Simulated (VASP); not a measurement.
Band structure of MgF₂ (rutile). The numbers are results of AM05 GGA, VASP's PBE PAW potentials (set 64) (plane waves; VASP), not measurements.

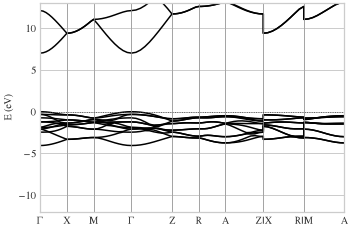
*Bands along high-symmetry lines, zero at the valence-band maximum or, without a gap, the Fermi level*

Question: Read the plot: is there a gap, and where are the band edges?

Answer: The gap is direct, 7.02 eV, from the valence maximum at Γ to the conduction minimum at Γ. (Edges off the drawn lines would not show.)

Measured: gap 12.40 eV (computed value off by -5.38 eV), as given by Andrés Aguado et al., Journal of the Physical Society of Japan (1999), arXiv:cond-mat/9901145.

The compound is MgF2 in the rutile structure. It was relaxed first.
